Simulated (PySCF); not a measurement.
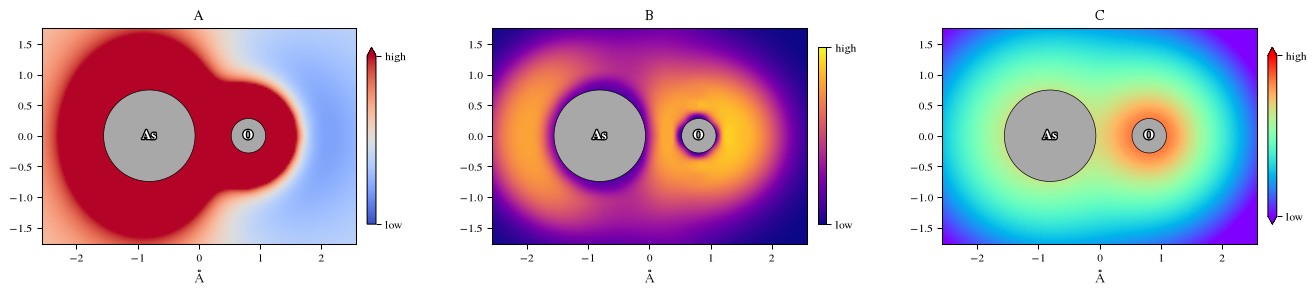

AsO (doublet): 3 fields on a plane that holds the molecular axis, with unlabelled colour scales. Grey discs cover the atomic cores.

Level of theory: PBE0/def2-TZVPP, non-relativistic Hamiltonian with scalar-relativistic core potentials where named, at a bond length of 1.619 Å (PySCF 2.14.0).

**Which field does each panel show? The fields are: electron density, electron localisation function and electrostatic potential.**

Panel A: electrostatic potential (strongly positive close to the atoms, with negative regions outside electron-rich atoms). Panel B: electron localisation function. Panel C: electron density. From the grid: As–O (1.62 Å): ρ is about 1.5 e/Å³ halfway; the ELF peaks at about 0.80 between the atoms, as expected for a polar covalent bond.
